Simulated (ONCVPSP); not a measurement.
# Co: two inputs for an ONCV potential

Two related inputs are run: the one described here, and one that differs from it in little. What comes out is then tested.

The numbers are computed with ONCVPSP 4.0.1 (PBE, scalar-relativistic, spin-unpolarised reference atom).

1 further run of the same task is left out (it didn't finish).

## (1) The atom and the settings

The settings as typed:

| Item | Value |
| --- | --- |
| element | cobalt (Co, Z = 27) |
| type | optimised norm-conserving Vanderbilt (ONCV) |
| frozen core | [Ne] 3s2 |
| valence charge | 15 |
| reference configuration | 3p6 3d7 4s2 |
| partial waves | 4s: rc 3.02 bohr, ncon 4, nbas 7, qcut 2.6 1/bohr, 3 projectors, debl 3.1 Ha; 3p: rc 1.32 bohr, ncon 4, nbas 8, qcut 14.7 1/bohr, 1 projector; 3d: rc 1.84 bohr, ncon 4, nbas 8, qcut 13 1/bohr, 2 projectors, debl 2.9 Ha; f scattering state at 0.09 Ha: rc 2.30 bohr, ncon 4, nbas 8, qcut 6.1 1/bohr, 1 projector |
| local potential | polynomial inside 1.12 bohr (lpopt 5, dvloc0 0 Ha) |
| core correction | Teter function fitted to the true core (icmod 2), fcfact 0.35 |

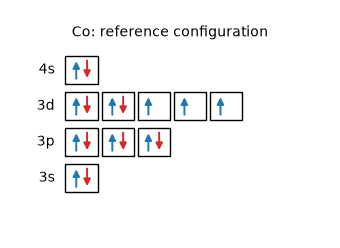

The outer shells as boxes. The arrows follow Hund's rule for the drawing; the calculation itself is spin-unpolarised.

## (2) The first input

Co.dat reads:

```
# ATOM AND REFERENCE CONFIGURATION
# atsym  z   nc   nv     iexc    psfile
  Co 27.00    4    3        4      upf
#
#   n    l    f
    1    0    2.00
    2    0    2.00
    2    1    6.00
    3    0    2.00
    3    1    6.00
    3    2    7.00
    4    0    2.00
#
# PSEUDOPOTENTIAL AND OPTIMIZATION
# lmax
    3
#
#   l,   rc,      ep,       ncon, nbas, qcut
    0    3.02    0.00    4    7    2.60
    1    1.32    0.00    4    8   14.70
    2    1.84    0.00    4    8   13.00
    3    2.30    0.09    4    8    6.10
#
# LOCAL POTENTIAL
# lloc, lpopt,  rc(5),   dvloc0
    4    5    1.12    0.00
#
# VANDERBILT-KLEINMAN-BYLANDER PROJECTORs
# l, nproj, debl
    0    3    3.10
    1    1    3.90
    2    2    2.90
    3    1    0.50
#
# MODEL CORE CHARGE
# icmod, fcfact, rcfact
    2    0.35    1.05
#
# LOG DERIVATIVE ANALYSIS
# epsh1, epsh2, depsh
   -4.00    5.00    0.02
#
# OUTPUT GRID
# rlmax, drl
    6.00    0.01
#
# TEST CONFIGURATIONS
# ncnf
    4
# nvcnf
#   n    l    f
    3
    3    1    6.00
    3    2    7.00
    4    0    1.00
#
    3
    3    1    6.00
    3    2    7.00
    4    0    0.00
#
    3
    3    1    6.00
    3    2    6.00
    4    0    0.00
#
    3
    3    1    6.00
    3    2    8.00
    4    0    0.00
#
```

Started as:

```bash
$ oncvpsp.x < Co.dat > Co.out
```

What the program wrote to Co.out (without the consistency checks and plot data):

```text
[... the first 79 lines are left out ...]
    Optimizing pswf for qcut=  14.69 a_B^-1,  ecut= 107.90 Ha
    Residual kinetic energy error=  4.94D-09 Ha

    Energy error per electron        Cutoff
         Ha          eV             Ha
         0.01000     0.27211       27.94
         0.00100     0.02721       35.16
         0.00010     0.00272       62.50
         0.00001     0.00027       77.48

   Wellstate for l =  2  n =  5
     eigenvalue =   2.5985
     asymptotic potential =   3.0985
     half-point radius =  3.1296

Calculating optimized projector #   1

 for l=   2

    Fraction of norm inside rc  0.891711
    Optimizing pswf for qcut=  13.01 a_B^-1,  ecut=  84.57 Ha
    Residual kinetic energy error=  7.99D-08 Ha
 ERROR pspot:  first pseudo wave function has node,          program will stop
 ERROR pspot: try changing psp parameters for this l
```

Run time: 1.6 s. Hardware: 1 thread, shared host.

## (3) What went wrong

This one fails, with the message "ERROR pspot: first pseudo wave function has node, program will stop". The reason: the optimised pseudo-wave of the first projector has a node, so the radial equation cannot be inverted for a potential.

The neighbouring input differs in this: all radii scaled by 0.76 (s 2.30, p 1.00, d 1.40, f 1.75 bohr); local potential polynomial inside 0.85 bohr (lpopt 5, dvloc0 0 Ha).

## (4) The second input

Co.dat, as its differences from that of step 2:

```diff
@@ -18,6 +18,6 @@
 #   l,   rc,      ep,       ncon, nbas, qcut
-    0    3.02    0.00    4    7    2.60
-    1    1.32    0.00    4    8   14.70
-    2    1.84    0.00    4    8   13.00
-    3    2.30    0.09    4    8    6.10
+    0    2.30    0.00    4    7    2.60
+    1    1.00    0.00    4    8   14.70
+    2    1.40    0.00    4    8   13.00
+    3    1.75    0.09    4    8    6.10
 #
@@ -25,3 +25,3 @@
 # lloc, lpopt,  rc(5),   dvloc0
-    4    5    1.12    0.00
+    4    5    0.85    0.00
 #
```

Started as:

```bash
$ oncvpsp.x < Co.dat > Co.out
```

Output in Co.out (without the consistency checks and plot data):

```text
ONCVPSP  (Optimized Norm-Conservinng Vanderbilt PSeudopotential)
scalar-relativistic version 4.0.1

#   n    l    f        energy (Ha)
    1    0    2.00    -2.7904129E+02
    2    0    2.00    -3.3037771E+01
    2    1    6.00    -2.8294827E+01
    3    0    2.00    -3.7633027E+00
    3    1    6.00    -2.4121014E+00
    3    2    7.00    -3.0149814E-01
    4    0    2.00    -2.0102196E-01

Reference configufation results
  iterations    28
  all-electron total energy (Ha)   -1.39314596D+03

Begin loop to  construct optimized pseudo wave functions
and semi-local pseudopoentials for all angular momenta

   Wellstate for l =  0  n =  6
     eigenvalue =   2.8990
     asymptotic potential =   3.3990
     half-point radius =  3.5974

   Wellstate for l =  0  n =  8
     eigenvalue =   5.9990
     asymptotic potential =   6.4990
     half-point radius =  4.0693

Calculating optimized projector #   1

 for l=   0

    Fraction of norm inside rc  0.339637
    Optimizing pswf for qcut=   2.60 a_B^-1,  ecut=   3.38 Ha
    Residual kinetic energy error=  3.44D-03 Ha

    Energy error per electron        Cutoff
         Ha          eV             Ha
         0.01000     0.27211        2.41
         0.00100     0.02721        7.87
         0.00010     0.00272       20.13
         0.00001     0.00027       24.11

Calculating optimized projector #   2

 for l=   0

    Fraction of norm inside rc  0.179267
    Optimizing pswf for qcut=   2.60 a_B^-1,  ecut=   3.38 Ha
    Residual kinetic energy error=  2.87D-01 Ha

    Energy error per electron        Cutoff
         Ha          eV             Ha
         0.01000     0.27211       12.34
         0.00100     0.02721       28.18
         0.00010     0.00272       32.50
         0.00001     0.00027       35.96

Calculating optimized projector #   3

 for l=   0

    Fraction of norm inside rc  0.117662
    Optimizing pswf for qcut=   2.60 a_B^-1,  ecut=   3.38 Ha
    Residual kinetic energy error=  9.82D-01 Ha

    Energy error per electron        Cutoff
         Ha          eV             Ha
         0.01000     0.27211       14.76
         0.00100     0.02721       37.30
         0.00010     0.00272       46.13
         0.00001     0.00027       59.15

Calculating optimized projector #   1

 for l=   1

    Fraction of norm inside rc  0.750901
    Optimizing pswf for qcut=  14.71 a_B^-1,  ecut= 108.14 Ha
    Residual kinetic energy error=  6.47D-08 Ha

    Energy error per electron        Cutoff
         Ha          eV             Ha
         0.01000     0.27211       27.61
         0.00100     0.02721       52.10
         0.00010     0.00272       73.72
         0.00001     0.00027       87.04

   Wellstate for l =  2  n =  5
     eigenvalue =   2.5985
     asymptotic potential =   3.0985
     half-point radius =  3.0896

Calculating optimized projector #   1

 for l=   2

    Fraction of norm inside rc  0.773130
    Optimizing pswf for qcut=  13.00 a_B^-1,  ecut=  84.51 Ha
    Residual kinetic energy error=  1.81D-07 Ha

    Energy error per electron        Cutoff
         Ha          eV             Ha
         0.01000     0.27211       48.50
         0.00100     0.02721       58.30
         0.00010     0.00272       66.46
         0.00001     0.00027       72.56

Calculating optimized projector #   2

 for l=   2

    Fraction of norm inside rc  0.101863
    Optimizing pswf for qcut=  13.00 a_B^-1,  ecut=  84.51 Ha
    Residual kinetic energy error=  2.94D-07 Ha

    Energy error per electron        Cutoff
         Ha          eV             Ha
         0.01000     0.27211       48.41
         0.00100     0.02721       59.90
         0.00010     0.00272       68.82
         0.00001     0.00027       75.60

   Wellstate for l =  3  n =  4
     eigenvalue =   0.0900
     asymptotic potential =   0.5900
     half-point radius = 29.1489

Calculating optimized projector #   1

 for l=   3

    Fraction of norm inside rc  0.000007
    Optimizing pswf for qcut=   6.10 a_B^-1,  ecut=  18.58 Ha
    Residual kinetic energy error=  3.01D-09 Ha

    Energy error per electron        Cutoff
         Ha          eV             Ha
         0.01000     0.27211        0.14
         0.00100     0.02721        0.31
         0.00010     0.00272        0.58
         0.00001     0.00027        1.54

Construct Vanderbilt / Kleinmman-Bylander projectors

B matrix Hermiticity error, ll=   0
   1   2   -1.2458E-04
   1   3   -9.5377E-05
   2   3   -1.8854E-04

  Orthonormal projector coefficients  1.6303E+01  4.4570E+00  1.1319E+00

B matrix Hermiticity error, ll=   2
   1   2   -2.7153E-04

  Orthonormal projector coefficients -6.5670E+00 -2.3730E+00

Model core correction analysis
  based on d2Exc/dn_idn_j

d2excae - all-electron derivatives

   -3.846471D-02   -2.849927D-02   -2.298839D-03
   -2.849953D-02   -2.608453D-02   -6.826850D-03
   -2.298500D-03   -6.825291D-03   -3.164991D-02

d2excps - pseudofunction derivatives with no core correction

   -4.453907D-02   -3.439703D-02   -2.075442D-03
   -3.439740D-02   -3.018061D-02   -6.918877D-03
   -2.075074D-03   -6.917229D-03   -3.171315D-02

rms 2nd derivative error    3.702324E-03

amplitude prefactor, scale prefactor
    1.8797    1.8005

d2excps - pseudofunction derivatives with core correction

   -3.929572D-02   -3.159200D-02   -2.042135D-03
   -3.159218D-02   -2.843311D-02   -6.903012D-03
   -2.041764D-03   -6.901364D-03   -3.171263D-02

rms 2nd derivative error    1.682696E-03

Pseudoatom total energy -105.994320

Diagnostic tests using Vanderbilt-Kleinman-Bylander pseudopotentials
  1 or more projectors used as specified by nproj input data

   l    rcore       rmatch      e in        delta e   norm test  slope test

   0   2.3027481   2.3726645  -0.2010220  -0.0000006   1.0000165   1.0000534
   0   2.3027481   2.3726645   2.8989780   0.0000443   1.0001856   1.0001856
   0   2.3027481   2.3726645   5.9989780   0.0000139   1.0003211   1.0003211

   1   1.0025986   1.0330397  -2.4121014  -0.0000383   0.9999907   1.0000255

   2   1.4015675   1.4441222  -0.3014981  -0.0000033   1.0000978   1.0001075
   2   1.4015675   1.4441222   2.5985019   0.0000654   1.0001976   1.0001976

   3   1.7592895   1.8127053   0.0900000   0.0000137   1.0000012   1.0000012

 Testing for bound ghosts
   n   l    E NL Schr. Eq   E Basis Diag.   E Cutoff

   1   0       -0.201023       -0.196522     49.14

   2   1       -2.412140       -2.411419    221.37

   3   2       -0.301501       -0.298306    175.46

 Testing for highly-localized positive-energy ghosts
       l    <radius>/rc     E Basis Diag.   E Cutoff

       0        0.171682        0.612163     49.14  WARNING - GHOST(+)

       3        0.861843        5.472075     94.02  WARNING - GHOST(+)

Test configuration 0

   n   l     f        eae           eps        diff
   1   0  2.0000 -279.04129361
   2   0  2.0000  -33.03777093
   2   1  6.0000  -28.29482653
   3   0  2.0000   -3.76330270
   3   1  6.0000   -2.41210144   -2.41213974   -3.83D-05
   3   2  7.0000   -0.30149814   -0.30150147   -3.33D-06
   4   0  2.0000   -0.20102196   -0.20102254   -5.75D-07

    Total energies and differences
      AE_ref= -1.39314596D+03  AE_tst= -1.39314596D+03  dif=  0.00D+00
      PS_ref= -1.05994320D+02  PS_tst= -1.05994320D+02  dif= -1.85D-13
      PSP excitation error=  1.85D-13

Test configuration 1

   n   l     f        eae           eps        diff
   1   0  2.0000 -279.36759378
   2   0  2.0000  -33.35691557
   2   1  6.0000  -28.61456758
   3   0  2.0000   -4.08745788
   3   1  6.0000   -2.73676600   -2.73486645    1.90D-03
   3   2  7.0000   -0.62324404   -0.62247092    7.73D-04
   4   0  1.0000   -0.46903058   -0.46931754   -2.87D-04

    Total energies and differences
      AE_ref= -1.39314596D+03  AE_tst= -1.39281409D+03  dif=  3.32D-01
      PS_ref= -1.05994320D+02  PS_tst= -1.05662297D+02  dif=  3.32D-01
      PSP excitation error= -1.55D-04

Test configuration 2

   n   l     f        eae           eps        diff
   1   0  2.0000 -279.74961545
   2   0  2.0000  -33.72818336
   2   1  6.0000  -28.98672406
   3   0  2.0000   -4.46431717
   3   1  6.0000   -3.11384592   -3.10900993    4.84D-03
   3   2  7.0000   -0.99457889   -0.99253270    2.05D-03

    Total energies and differences
      AE_ref= -1.39314596D+03  AE_tst= -1.39219723D+03  dif=  9.49D-01
      PS_ref= -1.05994320D+02  PS_tst= -1.05044868D+02  dif=  9.49D-01
      PSP excitation error= -7.28D-04

Test configuration 3

   n   l     f        eae           eps        diff
   1   0  2.0000 -280.48161099
   2   0  2.0000  -34.48219464
   2   1  6.0000  -29.73874515
   3   0  2.0000   -5.17238321
   3   1  6.0000   -3.81319088   -3.80898494    4.21D-03
   3   2  6.0000   -1.65982375   -1.65489800    4.93D-03

    Total energies and differences
      AE_ref= -1.39314596D+03  AE_tst= -1.39087905D+03  dif=  2.27D+00
      PS_ref= -1.05994320D+02  PS_tst= -1.03729920D+02  dif=  2.26D+00
      PSP excitation error=  2.51D-03

Test configuration 4

   n   l     f        eae           eps        diff
   1   0  2.0000 -279.16339269
   2   0  2.0000  -33.12866198
   2   1  6.0000  -28.38863049
   3   0  2.0000   -3.88133864
   3   1  6.0000   -2.53639014   -2.53171962    4.67D-03
   3   2  8.0000   -0.44989369   -0.44925237    6.41D-04

    Total energies and differences
      AE_ref= -1.39314596D+03  AE_tst= -1.39290814D+03  dif=  2.38D-01
      PS_ref= -1.05994320D+02  PS_tst= -1.05754518D+02  dif=  2.40D-01
      PSP excitation error= -1.99D-03
```

It took 4.9 s on 1 thread, shared host.

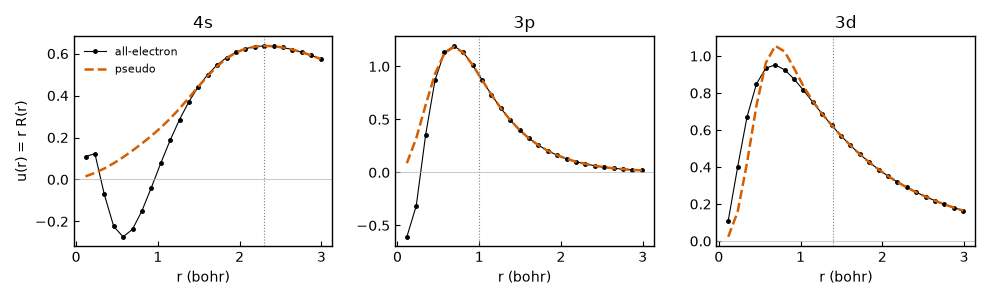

Bound waves of the atom and their pseudo partners (4s, 3p, 3d), with the matching radii dotted. The curves join 26 sampled radii, too few to resolve the innermost nodes.

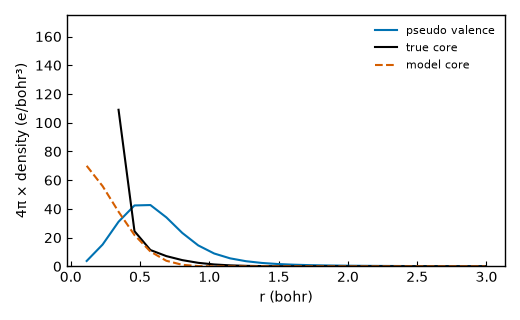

Valence density, true core and model core. The true core is left out near the nucleus, where the program caps it.

## (5) Transferability, from the output's test configurations

Energies count from the reference configuration 3p6 3d7 4s2; the error is all-electron less pseudo.

| valence configuration | charge | ΔE all-electron (eV) | error AE − PS (meV) |
| --- | --- | --- | --- |
| 3p6 3d7 4s1 | +1 | 9.031 | -4.2 |
| 3p6 3d7 4s0 | +2 | 25.816 | -20 |
| 3p6 3d6 4s0 | +3 | 61.686 | +68 |
| 3p6 3d8 4s0 | +1 | 6.471 | -54 |

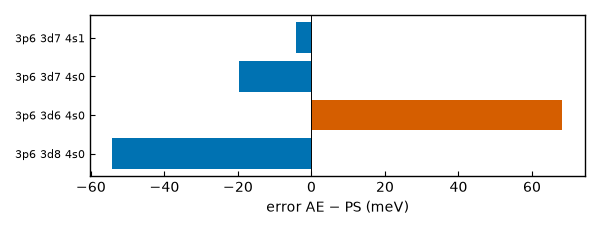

Error of the potential in each test configuration.

## (6) Logarithmic derivatives

Taken from the files of the generation run. The phase is arctan(r·R′/R) of the radial function R, unwrapped, with energies in Ha. A pole is an energy at which the radial function vanishes at the test radius. The pseudo phase is shifted by a multiple of π to meet the all-electron one at the reference energy. Levels narrower than the energy grid can be missing from the poles. The last column is the largest difference on the grid between −0.5 and +0.5 Ha.

| channel | radius (bohr) | reference (Ha) | poles AE | poles PS | window around the reference with phases within 0.05 rad (Ha) | largest difference near zero (rad) |
| --- | --- | --- | --- | --- | --- | --- |
| s | 2.33 | -0.20 | -3.76, 1.11 | 1.11 | above -3.7 | 0.001 |
| p | 1.01 | -2.41 | 0.36 | 0.33 | the whole range | 0.003 |
| d | 1.42 | -0.30 | 0.41 | 0.41 | the whole range | 0.000 |
| f | 1.78 | 0.09 | 4.72 | 4.60 | below 4.9 | 0.000 |

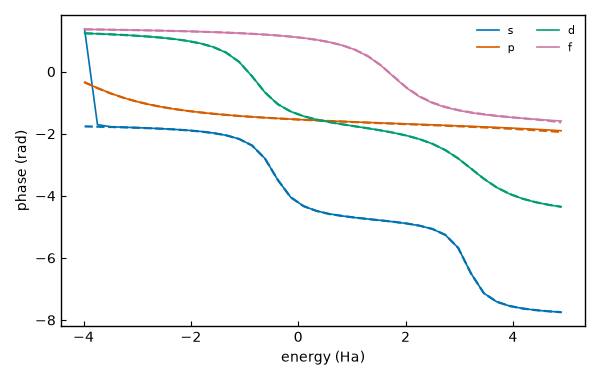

All-electron (solid) and pseudo (dashed) phases against energy.

## (7) Convergence and ghost test

Read off the output, the cutoffs (Ha) at which the residual kinetic energy of the hardest occupied pseudo-wave falls to 1 and 0.1 mHa per electron: 58 Ha and 74 Ha.

The program's own ghost test: no bound ghost flagged; GHOST(+) flagged for s at 16.7 eV, f at 148.9 eV.

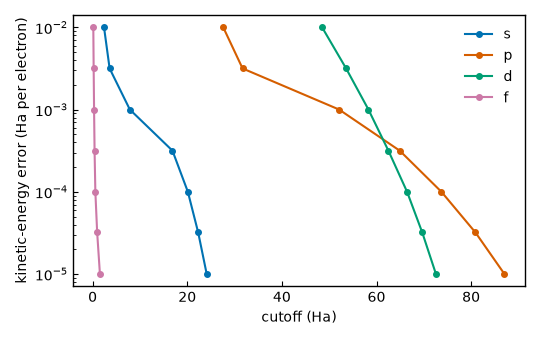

Convergence profile of the first projector's wave in each channel.

## (8) Outcome

| quantity | value |
| --- | --- |
| first input | failed: ERROR pspot: first pseudo wave function has node, program will stop |
| second input | generated |
| cutoffs for 1 and 0.1 mHa per electron, occupied waves | 58 Ha and 74 Ha |
| bound ghosts | none found |
| GHOST(+) flags | s at 17 eV, f at 149 eV |
| largest test error (AE − PS) | +68 meV, for 3p6 3d6 4s0 |
| largest phase difference near zero energy, channels read | 0.003 rad |
| rms error of d²Exc/dn², without and with the model core | 3.70 and 1.68 mHa |

The change is enough to let the generator finish; it is one cure of several. By total energies transferability is fair: the largest error is 68 meV on 61.7 eV, for 3p6 3d6 4s0. That test lies far up in energy; among those under 40 eV, nearer to bonding, the largest error is 54 meV. The potential is hard: the looser tolerance needs 58 Ha. No bound ghost shows below the valence levels. Near zero energy the phases of the channels with partial waves agree within 0.003 rad. The program also flags highly localised states, GHOST(+) (s, f). These are tests on the free atom; a crystal test is still owed.
